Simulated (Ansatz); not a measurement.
The parent structure is PtS (space group P4_2/mmc, No. 131; a = 3.475 Å, c = 6.067 Å). Axes: x, y, z lie along a, b, c of the conventional cell.

Now apply this change: biaxial strain +2.40 %, plane normal [001], relaxed out of plane (Cartesian); in-plane vectors clamped, the third vector and the atoms free.

Level of theory: PBEsol (Ansatz, a quantum-chemistry and plane-wave program), without spin-orbit coupling.

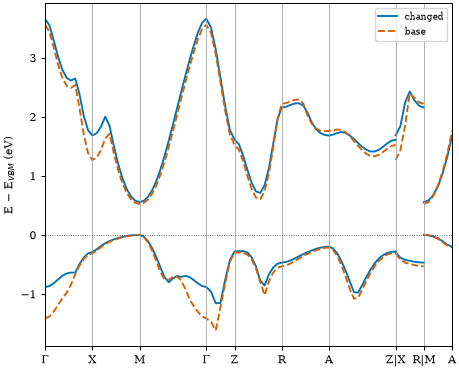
Figure. Highest valence and lowest conduction band along the path, each from its own valence-band maximum

Task: From the figure, how large is the changed gap, and is it direct?

Result: About 0.6 eV, direct at M.

Spin-orbit coupling, missing from the scalar runs, can matter with Pt. Whether these cells are dynamically stable was not tested.
